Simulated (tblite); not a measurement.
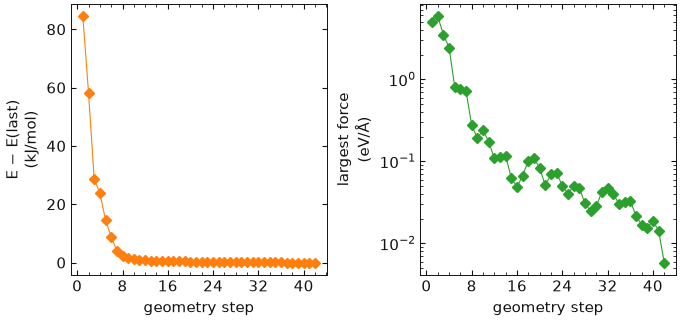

History of a geometry optimisation.

- system: C7H4NOP (SMILES C#Cc1cncpc1C=O)
- method: tblite 0.8.0, GFN2-xTB geometry optimisation, gas phase

**How did it end, and what did it gain?**

The optimisation met its thresholds at geometry 42, counting the start as the first. The energy fell by about 84 kJ/mol from the first step to the last. The largest force goes from about 5 eV/Å at the start to 6 × 10⁻³ eV/Å at the end.
